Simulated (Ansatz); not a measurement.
# C2H3AlN with multiplicity 2: shift of H6 from C3 to Al4, part 2 of 3

Wanted: the energy profile along the shift of H6 from C3 to Al4, from relaxed end points and a band of images. SMILES of the start: N=C=[CH][AlH].

Ansatz 0.2.0; UKS LDA/def2-SVP. Earlier steps stand in the parts before.

**6. The band, image by image**

Images 0 and 6 are the ends. Energies count from image 0; the path length is the program's own measure over all atoms.

| image | path (Å) | energy (eV) | H6–C3 (Å) | H6–Al4 (Å) | band force (eV/Å) |
| --- | --- | --- | --- | --- | --- |
| 0 | 0.000 | 0.0000 | 1.10 | 2.72 | - |
| 1 | 1.137 | 0.1634 | 1.11 | 2.60 | 0.009 |
| 2 | 2.274 | 0.1368 | 1.11 | 2.76 | 0.035 |
| 3 | 3.411 | 0.1453 | 1.11 | 2.49 | 0.009 |
| 4* | 4.547 | 1.8494 | 1.66 | 1.68 | 0.000 |
| 5 | 5.577 | 0.9270 | 2.70 | 1.60 | 0.000 |
| 6 | 6.607 | 0.7831 | 2.98 | 1.60 | - |

The star marks the climbing image.

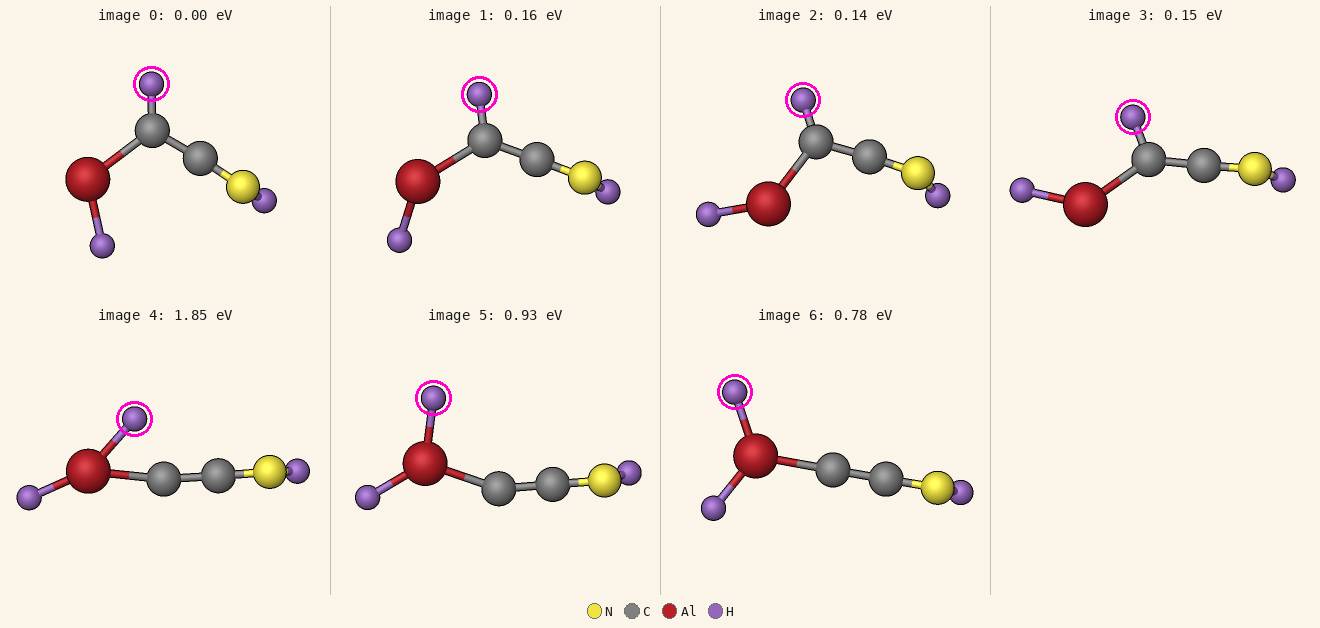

The images of the last band, seen from a chosen angle. Ringed: H6. Sticks join atoms closer than a bonding distance in each image.

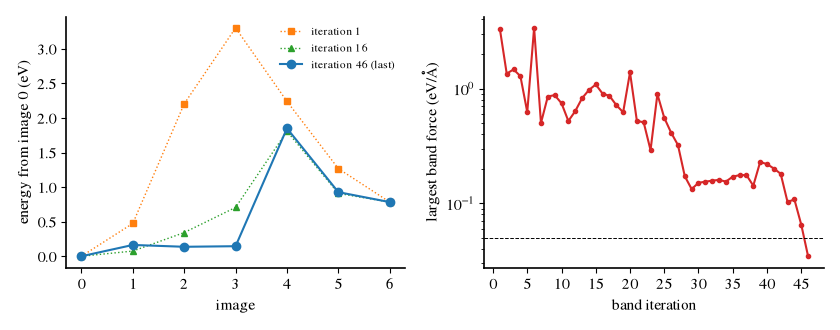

Left: energy of each image for early iterations and the last one (lines only join the points; early values far above the last band run off the scale). Right: the largest band force by iteration, with the threshold dashed.

The top of the band by iteration:

```
iteration  highest image above image 0 (eV)  largest band force (eV/Å)
        1                            3.3015                      3.306
        5                            2.4484                      0.624
        9                            1.8442                      0.876
       13                            1.4520                      0.823
       17                            1.8925                      0.864
       21                            1.8546                      0.524
       25                            1.8497                      0.556
       29                            1.8494                      0.133
       33                            1.8494                      0.160
       37                            1.8494                      0.176
       41                            1.8494                      0.201
       45                            1.8494                      0.065
       46                            1.8494                      0.035
```

Positions of all images (Å):

```xyz
7
image=0 dE=0.0000
N    -1.714   -0.321   -0.171
C    -0.573   -0.376    0.262
C     0.646   -0.284    0.763
Al    1.724    1.032   -0.135
H    -2.039   -0.907   -0.951
H     0.963   -0.912    1.613
H     0.994    1.768   -1.382
7
image=1 dE=0.1634
N    -1.919   -0.546    0.016
C    -0.718   -0.444    0.224
C     0.540   -0.209    0.547
Al    1.595    1.341    0.090
H    -2.293   -1.122   -0.750
H     0.994   -0.882    1.300
H     1.800    1.863   -1.428
7
image=2 dE=0.1368
N    -1.974   -0.594    0.143
C    -0.767   -0.478    0.302
C     0.504   -0.199    0.526
Al    0.988    1.493   -0.273
H    -2.349   -0.980   -0.735
H     1.168   -0.939    1.013
H     2.431    1.697   -0.975
7
image=3 dE=0.1453
N    -2.093   -0.727    0.212
C    -0.917   -0.413    0.138
C     0.342   -0.011    0.174
Al    1.294    1.558   -0.354
H    -2.581   -1.350   -0.445
H     1.049   -0.660    0.739
H     2.906    1.602   -0.463
7
image=4 dE=1.8494
N    -2.196   -0.793    0.105
C    -1.064   -0.348   -0.083
C     0.109    0.209   -0.181
Al    1.743    0.965    0.062
H    -2.574   -1.614   -0.382
H     1.011   -0.038    1.189
H     2.971    1.620   -0.710
7
image=5 dE=0.9270
N    -2.354   -0.729   -0.057
C    -1.212   -0.275   -0.243
C    -0.064    0.294   -0.355
Al    1.665    0.746    0.161
H    -2.607   -1.647   -0.451
H     1.828   -0.034    1.544
H     2.744    1.645   -0.599
7
image=6 dE=0.7831
N    -2.461   -0.673   -0.205
C    -1.258   -0.365   -0.131
C    -0.053    0.047    0.040
Al    1.699    0.645    0.306
H    -2.759   -1.429   -0.840
H     2.572   -0.042    1.455
H     2.260    1.817   -0.625
```

**7. Vibrations at the top**

The geometry is the highest inner image of the first converged band.

input.yaml reads:

```yaml
crystal:
  periodic: [false, false, false]
  atoms:
    - { symbol: "N", position_ang: [-2.196448, -0.793039, 0.105123] }
    - { symbol: C, position_ang: [-1.064042, -0.34829, -0.083346] }
    - { symbol: C, position_ang: [0.108907, 0.208634, -0.181265] }
    - { symbol: Al, position_ang: [1.743182, 0.964708, 0.062169] }
    - { symbol: H, position_ang: [-2.574145, -1.613791, -0.382031] }
    - { symbol: H, position_ang: [1.011226, -0.038378, 1.189344] }
    - { symbol: H, position_ang: [2.971328, 1.620146, -0.709993] }
magnetization:
  spin_polarized: true
  initial_magnetization: 1
basis:
  gaussian: { orbitals: def2-SVP }
hamiltonian:
  xc: lda
phonons: {}
```

Launch:

```sh
> ansatz run input.yaml --threads 2 --pin off --max-ram 3072MiB --backend cpu --events-out ev --progress --plain --runs-dir out
```

What it wrote, cut to the lines that bear on the results:

```text
Warning: RAYON_NUM_THREADS=2 ignored (pool sized by the plan → 2); use --threads N
[...]
Functional definition: SPW92
[...]
855 factors; their error is unknown
[...]
mean field -10140.13003840 eV, -372.6429056840 hartree, gradient 2.2e-5 eV, S^2 0.751597; 1 other end points of the search recorded, 0 dependent functions left out
[...]
reference -10140.13007328 eV, -372.6429069661 hartree; 18, 17 occupied and 57, 58 virtual orbitals, 855 factors
[...]
reference -10140.12998931 eV, -372.6429038802 hartree; 18, 17 occupied and 57, 58 virtual orbitals, 855 factors
[...]
855 factors; their error is unknown
mean field -10140.13001216 eV, -372.6429047198 hartree, gradient 2.5e-6 eV, S^2 0.751599; 0 other end points of the search recorded, 0 dependent functions left out
[...]
reference -10140.13004705 eV, -372.6429060020 hartree; 18, 17 occupied and 57, 58 virtual orbitals, 855 factors
```

**8. The log goes on: vibrations at the highest image of the band**

Output, continued, cut to the lines that bear on the results:

```text
[...]
855 factors; their error is unknown
mean field -10140.13001191 eV, -372.6429047107 hartree, gradient 1.8e-6 eV, S^2 0.751595; 0 other end points of the search recorded, 0 dependent functions left out
[...]
reference -10140.13004680 eV, -372.6429059928 hartree; 18, 17 occupied and 57, 58 virtual orbitals, 855 factors
[...]
855 factors; their error is unknown
[...]
WARN: phonons: modes at or below zero, which the zero-point energy, F, S and C_V leave out: 1, the lowest at -1171.34 cm⁻¹. A minimum has none, and a first-order saddle one
[...]
Atom 3 at     1.743182     0.964708     0.062169 Å, force    -0.000027     0.000040     0.000025 eV/Å
Atom 4 at    -2.574145    -1.613791    -0.382031 Å, force     0.000032     0.000016    -0.000007 eV/Å
Atom 5 at     1.011226    -0.038378     1.189344 Å, force    -0.000006    -0.000007    -0.000021 eV/Å
Atom 6 at     2.971328     1.620146    -0.709993 Å, force     0.000035     0.000007     0.000013 eV/Å
Dipole moment:     0.171994    -0.123600    -0.126793 e Å
Vibrations: -1171.34 126.25 179.74 247.37 399.33 488.24 519.55 570.47 576.14 757.50 1402.06 1666.92 1883.36 2114.83 3508.87 cm⁻¹, zero-point energy 0.895205 eV
```

Wall time 25 s (2 threads of Arm Neoverse V1, shared host); peak memory 0.11 GiB.

Of 15 modes, 1 is imaginary by more than 30 cm⁻¹ (1171i cm⁻¹).

**9. The band again, with other settings**

crystal.atoms is end A as relaxed above, and neb.final_atoms is end B, turned to lie on A. With 5 inner images the band has 7 in all. The start path is listed, through a guess of the saddle.

input.yaml reads:

```yaml
crystal:
  periodic: [false, false, false]
  atoms:
    - { symbol: "N", position_ang: [-1.714192, -0.321212, -0.171079] }
    - { symbol: C, position_ang: [-0.572941, -0.375639, 0.261735] }
    - { symbol: C, position_ang: [0.646062, -0.284085, 0.762965] }
    - { symbol: Al, position_ang: [1.723769, 1.031578, -0.134705] }
    - { symbol: H, position_ang: [-2.038853, -0.906607, -0.950748] }
    - { symbol: H, position_ang: [0.962517, -0.911903, 1.613365] }
    - { symbol: H, position_ang: [0.993648, 1.767858, -1.381532] }
magnetization:
  spin_polarized: true
  initial_magnetization: 1
basis:
  gaussian: { orbitals: def2-SVP }
hamiltonian:
  xc: lda
neb:
  order_check: false
  images: 5
  f_tol: 0.05
  max_iterations: 60
  optimiser: fire
  climbing: true
  final_atoms:
    - { symbol: "N", position_ang: [-2.46066907, -0.67342334, -0.20466275] }
    - { symbol: C, position_ang: [-1.2583012, -0.36490373, -0.13101849] }
    - { symbol: C, position_ang: [-0.05325138, 0.04749205, 0.04001851] }
    - { symbol: Al, position_ang: [1.69906587, 0.64511121, 0.30587459] }
    - { symbol: H, position_ang: [-2.75906835, -1.42864178, -0.84021759] }
    - { symbol: H, position_ang: [2.57174365, -0.0424098, 1.4550663] }
    - { symbol: H, position_ang: [2.26049049, 1.8167654, -0.62505958] }
  initial_path:
    images:
      - { positions_ang: [[-1.714192, -0.321212, -0.171079], [-0.572941, -0.375639, 0.261735], [0.646062, -0.284085, 0.762965], [1.723769, 1.031578, -0.134705], [-2.038853, -0.906607, -0.950748], [0.962517, -0.911903, 1.613365], [0.993648, 1.767858, -1.381532]] }
      - { positions_ang: [[-1.810094, -0.36502636, -0.18932107], [-0.66966336, -0.45434196, 0.22900979], [0.53756022, -0.36872099, 0.73972092], [1.67053747, 0.9880302, -0.04246746], [-2.15128656, -0.87245756, -0.99719608], [1.27648171, -0.68221936, 1.58643555], [1.14647452, 1.75472603, -1.32618065]] }
      - { positions_ang: [[-1.905996, -0.40884072, -0.20756313], [-0.76638571, -0.53304493, 0.19628458], [0.42905844, -0.45335698, 0.71647685], [1.61730593, 0.9444824, 0.04977007], [-2.26372011, -0.83830811, -1.04364415], [1.59044641, -0.45253573, 1.55950609], [1.29930104, 1.74159406, -1.2708293]] }
      - { positions_ang: [[-2.001898, -0.45265507, -0.2258052], [-0.86310807, -0.61174789, 0.16355937], [0.32055667, -0.53799296, 0.69323277], [1.5640744, 0.9009346, 0.14200761], [-2.37615367, -0.80415867, -1.09009223], [1.90441112, -0.22285209, 1.53257664], [1.45212755, 1.72846209, -1.21547796]] }
      - { positions_ang: [[-2.15482169, -0.5262445, -0.21875772], [-0.99483911, -0.5294665, 0.06536675], [0.19595398, -0.34283129, 0.47549469], [1.60907155, 0.81566014, 0.19662993], [-2.5037919, -1.01231971, -1.00680068], [2.1268553, -0.16270466, 1.50673986], [1.72158187, 1.75789653, -1.01867183]] }
      - { positions_ang: [[-2.30774538, -0.59983392, -0.21171024], [-1.12657016, -0.44718512, -0.03282587], [0.0713513, -0.14766962, 0.2577566], [1.65406871, 0.73038567, 0.25125226], [-2.63143012, -1.22048074, -0.92350913], [2.34929947, -0.10255723, 1.48090308], [1.99103618, 1.78733096, -0.8218657]] }
      - { positions_ang: [[-2.46066907, -0.67342334, -0.20466275], [-1.2583012, -0.36490373, -0.13101849], [-0.05325138, 0.04749205, 0.04001851], [1.69906587, 0.64511121, 0.30587459], [-2.75906835, -1.42864178, -0.84021759], [2.57174365, -0.0424098, 1.4550663], [2.26049049, 1.8167654, -0.62505958]] }
```

Launch:

```sh
> ansatz run input.yaml --threads 2 --pin off --max-ram 3072MiB --backend cpu --events-out ev --progress --plain --runs-dir out
```

What it wrote:

```text
Warning: RAYON_NUM_THREADS=2 ignored (pool sized by the plan → 2); use --threads N
[... 4 set-up lines as earlier in the session ...]
855 factors; their error is unknown
mean field evaluation 1: about -10125.8305 eV, gradient 5.1e1 eV
mean field evaluation 2: about -10000.6093 eV, gradient 1.3e2 eV
mean field evaluation 4: about -10135.3996 eV, gradient 3.5e1 eV
mean field evaluation 8: about -10142.0197 eV, gradient 3.5e-1 eV
mean field evaluation 16: about -10141.9794 eV, gradient 3.5e-4 eV
mean field -10141.97943415 eV, -372.7108697244 hartree, gradient 2.6e-5 eV, S^2 0.751510; 0 other end points of the search recorded, 0 dependent functions left out
[... 4 lines left out ...]
mean field -10141.19638160 eV, -372.6820930739 hartree, gradient 1.8e-5 eV, S^2 0.754252; 1 other end points of the search recorded, 0 dependent functions left out
[... 2 lines left out ...]
NEB end point (image 0): max|allowed force component| = 4.178e-3 eV/Å (the criterion of neb.relax_end_points is 1.000e-2)
NEB end point (image 6): max|allowed force component| = 2.027e-2 eV/Å (the criterion of neb.relax_end_points is 1.000e-2)
[... 2 lines left out ...]
mean field -10141.50421755 eV, -372.6934058366 hartree, gradient 2.2e-5 eV, S^2 0.751638; 0 other end points of the search recorded, 0 dependent functions left out
[... 3 lines left out ...]
mean field -10139.77524769 eV, -372.6298673660 hartree, gradient 1.2e-5 eV, S^2 0.751999; 0 other end points of the search recorded, 0 dependent functions left out
[... 4 lines left out ...]
mean field -10138.67794172 eV, -372.5895421155 hartree, gradient 2.4e-5 eV, S^2 0.755448; 4 other end points of the search recorded, 0 dependent functions left out
[... 4 lines left out ...]
mean field -10139.73986288 eV, -372.6285669983 hartree, gradient 4.7e-5 eV, S^2 0.754248; 2 other end points of the search recorded, 0 dependent functions left out
[... 4 lines left out ...]
mean field -10140.71171422 eV, -372.6642818762 hartree, gradient 3.8e-5 eV, S^2 0.753838; 0 other end points of the search recorded, 0 dependent functions left out
[... from here on, the SCF cycles and remarks between the steps are left out, and one step in 2 is shown ...]
NEB iter   1: max|band force component| = 3.306e0 eV/Å  barrier→ = 3.3015 eV  barrier← = 2.5184 eV  Δτ_max = 0.0509 Å  (321 SCF iters)
NEB iter   2: max|band force component| = 3.825e0 eV/Å  barrier→ = 3.0634 eV  barrier← = 2.2803 eV  Δτ_max = 0.0562 Å  (168 SCF iters)
NEB iter   4: max|band force component| = 1.078e0 eV/Å  barrier→ = 2.9718 eV  barrier← = 2.1887 eV  Δτ_max = 0.0291 Å  (168 SCF iters)
NEB iter   6: max|band force component| = 4.044e0 eV/Å  barrier→ = 2.9634 eV  barrier← = 2.1804 eV  Δτ_max = 0.0082 Å  (151 SCF iters)
NEB iter   8: max|band force component| = 8.556e-1 eV/Å  barrier→ = 2.9447 eV  barrier← = 2.1617 eV  Δτ_max = 0.0106 Å  (157 SCF iters)
NEB iter  10: max|band force component| = 1.045e0 eV/Å  barrier→ = 2.9405 eV  barrier← = 2.1575 eV  Δτ_max = 0.0006 Å  (112 SCF iters)
NEB iter  12: max|band force component| = 8.173e-1 eV/Å  barrier→ = 2.9385 eV  barrier← = 2.1554 eV  Δτ_max = 0.0011 Å  (122 SCF iters)
NEB iter  14: max|band force component| = 8.035e-1 eV/Å  barrier→ = 2.9354 eV  barrier← = 2.1523 eV  Δτ_max = 0.0014 Å  (130 SCF iters)
NEB iter  16: max|band force component| = 7.819e-1 eV/Å  barrier→ = 2.9315 eV  barrier← = 2.1485 eV  Δτ_max = 0.0024 Å  (137 SCF iters)
NEB iter  18: max|band force component| = 8.186e-1 eV/Å  barrier→ = 2.9261 eV  barrier← = 2.1431 eV  Δτ_max = 0.0036 Å  (141 SCF iters)
NEB iter  20: max|band force component| = 9.579e-1 eV/Å  barrier→ = 2.9181 eV  barrier← = 2.1350 eV  Δτ_max = 0.0053 Å  (136 SCF iters)
NEB iter  22: max|band force component| = 6.068e-1 eV/Å  barrier→ = 2.9064 eV  barrier← = 2.1233 eV  Δτ_max = 0.0073 Å  (166 SCF iters)
NEB iter  24: max|band force component| = 5.052e-1 eV/Å  barrier→ = 2.8915 eV  barrier← = 2.1084 eV  Δτ_max = 0.0100 Å  (170 SCF iters)
NEB iter  26: max|band force component| = 8.757e-1 eV/Å  barrier→ = 2.8831 eV  barrier← = 2.1001 eV  CI = image 3  Δτ_max = 0.0028 Å  (125 SCF iters)
NEB iter  28: max|band force component| = 8.480e-1 eV/Å  barrier→ = 2.8889 eV  barrier← = 2.1058 eV  CI = image 3  Δτ_max = 0.0055 Å  (140 SCF iters)
NEB iter  30: max|band force component| = 7.889e-1 eV/Å  barrier→ = 2.8979 eV  barrier← = 2.1148 eV  CI = image 3  Δτ_max = 0.0080 Å  (131 SCF iters)
NEB iter  32: max|band force component| = 6.827e-1 eV/Å  barrier→ = 2.9070 eV  barrier← = 2.1240 eV  CI = image 3  Δτ_max = 0.0127 Å  (157 SCF iters)
NEB iter  34: max|band force component| = 4.745e-1 eV/Å  barrier→ = 2.9109 eV  barrier← = 2.1279 eV  CI = image 3  Δτ_max = 0.0182 Å  (168 SCF iters)
NEB iter  36: max|band force component| = 4.261e-1 eV/Å  barrier→ = 2.8937 eV  barrier← = 2.1106 eV  CI = image 3  Δτ_max = 0.0214 Å  (167 SCF iters)
NEB iter  38: max|band force component| = 5.393e-1 eV/Å  barrier→ = 2.8444 eV  barrier← = 2.0614 eV  CI = image 3  Δτ_max = 0.0256 Å  (166 SCF iters)
NEB iter  40: max|band force component| = 4.959e-1 eV/Å  barrier→ = 2.7894 eV  barrier← = 2.0064 eV  CI = image 3  Δτ_max = 0.0048 Å  (164 SCF iters)
NEB iter  42: max|band force component| = 4.568e-1 eV/Å  barrier→ = 2.7953 eV  barrier← = 2.0123 eV  CI = image 3  Δτ_max = 0.0138 Å  (152 SCF iters)
NEB iter  44: max|band force component| = 3.833e-1 eV/Å  barrier→ = 2.7851 eV  barrier← = 2.0020 eV  CI = image 3  Δτ_max = 0.0212 Å  (165 SCF iters)
NEB iter  46: max|band force component| = 3.950e-1 eV/Å  barrier→ = 2.7422 eV  barrier← = 1.9591 eV  CI = image 3  Δτ_max = 0.0293 Å  (168 SCF iters)
NEB iter  48: max|band force component| = 4.833e-1 eV/Å  barrier→ = 2.6773 eV  barrier← = 1.8943 eV  CI = image 3  Δτ_max = 0.0429 Å  (162 SCF iters)
NEB iter  50: max|band force component| = 1.506e0 eV/Å  barrier→ = 2.6006 eV  barrier← = 1.8176 eV  CI = image 3  Δτ_max = 0.0634 Å  (165 SCF iters)
NEB iter  52: max|band force component| = 4.302e-1 eV/Å  barrier→ = 2.5430 eV  barrier← = 1.7599 eV  CI = image 3  Δτ_max = 0.0007 Å  (160 SCF iters)
NEB iter  54: max|band force component| = 4.147e-1 eV/Å  barrier→ = 2.5411 eV  barrier← = 1.7580 eV  CI = image 3  Δτ_max = 0.0021 Å  (119 SCF iters)
NEB iter  56: max|band force component| = 3.820e-1 eV/Å  barrier→ = 2.5371 eV  barrier← = 1.7541 eV  CI = image 3  Δτ_max = 0.0034 Å  (122 SCF iters)
NEB iter  58: max|band force component| = 3.623e-1 eV/Å  barrier→ = 2.5310 eV  barrier← = 1.7480 eV  CI = image 3  Δτ_max = 0.0049 Å  (125 SCF iters)
NEB iter  60: max|band force component| = 3.591e-1 eV/Å  barrier→ = 2.5215 eV  barrier← = 1.7385 eV  CI = image 3  Δτ_max = 0.0073 Å  (155 SCF iters)
[...]
this run last wrote the band of iteration 60 to <dir>
Error: NEB band did not converge after 60 iterations: max|band force component| = 3.59e-1 eV/Å (threshold 5.0e-2); raise `neb.max_iterations` in a new run, which can start from the last band evaluated (`neb.initial_path`, with `crystal.atoms` and `neb.final_atoms` set to its first and last images), add images, or start from endpoints closer to local minima. Where this run's directory can be resumed (`checkpoint.write`), a resume goes on for up to `neb.max_iterations` more; to start a new run from the last band, take its images' positions from the `neb_iteration` event of iteration 60 (`data.images[].positions_ang`), in the event stream of the run that computed that iteration (not this run's, if it was resumed behind it). With `checkpoint.write`, `steps/00-neb/state/checkpoint.json` in the run directory holds the last saved band, under `neb.evaluated.images[].positions_ang` (a band under a hybrid functional on support functions is neither saved nor resumed: `neb.initial_path` says where its path is): check the last entry of `neb.iterations` there, which is earlier than 60 if that iteration was not saved or its write failed. If the band's step has no `state` directory and holds `state.next`, a write was cut short, and the file is under `state.next` instead (behind a loss of power it can be under `state.prev`)
this run wrote the band of iteration 60 to <dir> as well, whether or not its events were kept: a new run's `neb.initial_path` can list its `images[].positions_ang`
a run's events are kept only if it was started with --events-out <file>, and are in that file
```

Run time: 3.9 min. Hardware: 2 threads of Arm Neoverse V1, shared host; peak memory 0.14 GiB.

**10. The band, image by image**

The run ended unconverged after 60 band iterations. The table shows its last band, which is no minimum-energy path. The 5 inner images lie between the fixed ends 0 and 6. Energy is taken from image 0, and the path length is the program's own coordinate along the band.

| image | path (Å) | energy (eV) | H6–C3 (Å) | H6–Al4 (Å) | band force (eV/Å) |
| --- | --- | --- | --- | --- | --- |
| 0 | 0.000 | 0.0000 | 1.10 | 2.72 | - |
| 1 | 0.626 | 0.1080 | 1.10 | 2.50 | 0.150 |
| 2 | 1.253 | 0.8968 | 1.16 | 2.02 | 0.282 |
| 3* | 1.844 | 2.5215 | 1.72 | 1.73 | 0.338 |
| 4 | 2.571 | 1.4969 | 2.42 | 1.59 | 0.359 |
| 5 | 3.258 | 0.8603 | 2.96 | 1.59 | 0.099 |
| 6 | 3.981 | 0.7831 | 2.98 | 1.60 | - |

The star marks the climbing image.

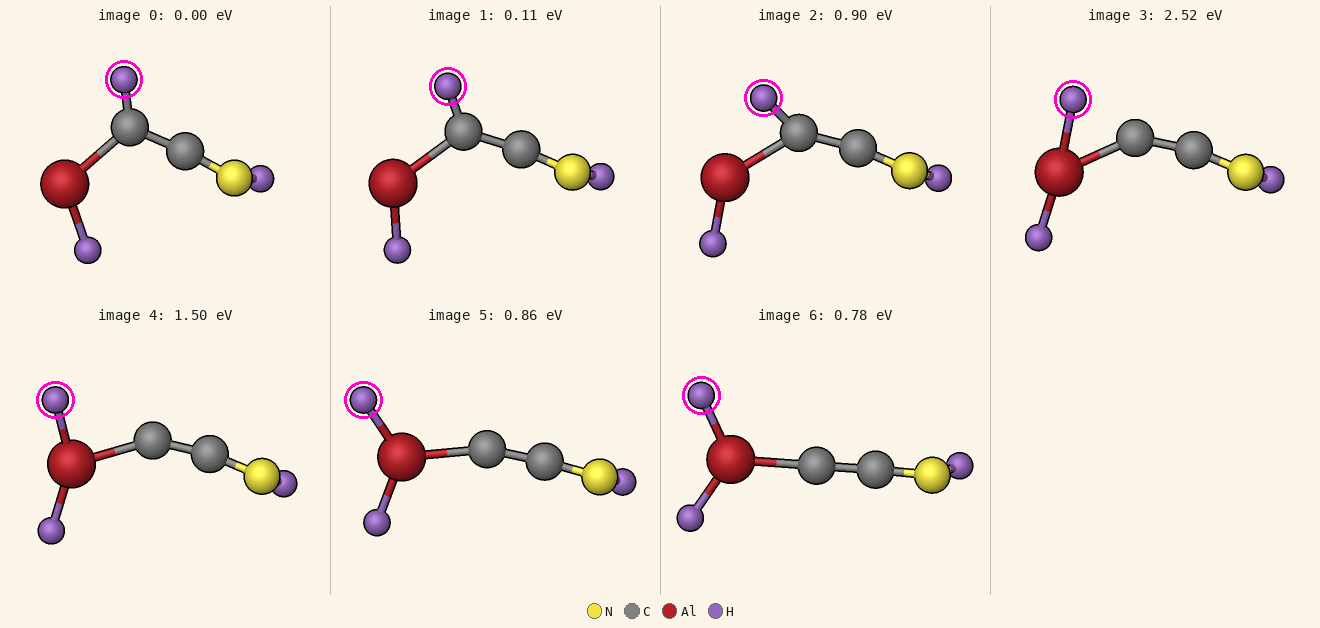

Snapshots along the band, viewed from a chosen angle. Ringed: H6. Sticks join atoms closer than a bonding distance in each image.

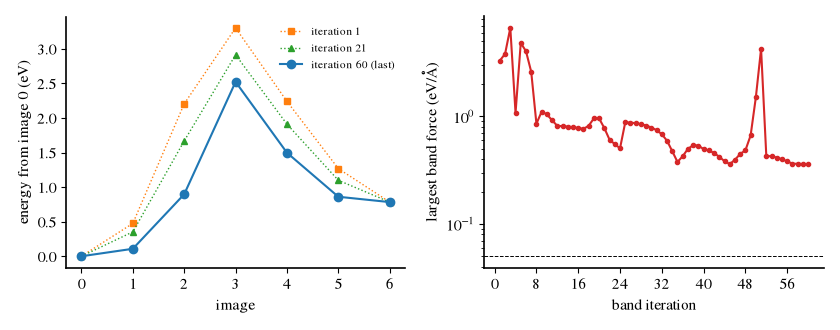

Left: energy of each image for early iterations and the last one (lines only join the points; early values far above the last band run off the scale). Right: the largest band force by iteration, with the threshold dashed.

(Part 2 of 3 ends here.)
